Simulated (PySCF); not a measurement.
Molecule: SMILES CB(C)N[SiH](C)C. Atoms near the plane z = 0.0 Å, at the GFN2-xTB optimised geometry (x, y, z in Å): Si1 (-1.6, 0.4, 0.0), C3 (-2.1, 2.3, 0.0), N4 (0.2, 0.4, 0.0), B5 (1.1, -0.6, -0.2), C6 (0.6, -2.0, -0.5), C7 (2.7, -0.3, -0.1), H12 (-1.7, 2.8, 0.9), H13 (-1.7, 2.8, -0.9), H14 (-3.2, 2.4, 0.0), H15 (0.6, 1.4, 0.2), H16 (1.4, -2.8, -0.4), H18 (-0.2, -2.4, 0.1), H19 (2.9, 0.8, 0.0), H20 (3.2, -0.6, -1.1), H21 (3.1, -0.8, 0.7).

Calculation: B3LYP/def2-SVP run with PySCF. Cells within 0.4 Å of a nucleus heavier than hydrogen are left out (blank, or x). The values are rescaled to run from 0 to 1.

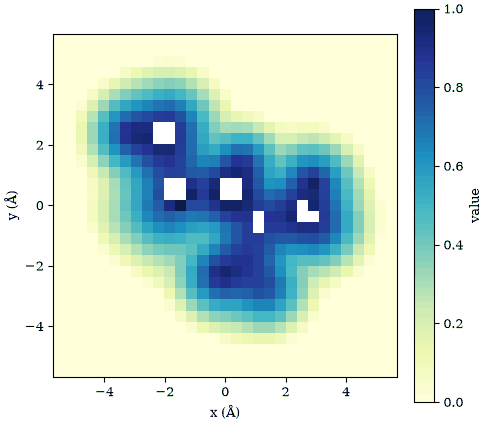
Fig. 1. a field on the plane z = 0.0 Å.

Question: Which quantity is mapped?
A. log10 of the electron density
B. Laplacian of the electron density
C. electrostatic potential
D. electron localisation function

Answer: A, log10 of the electron density. In full: log10 of the electron density (e/bohr³), floored at −4.
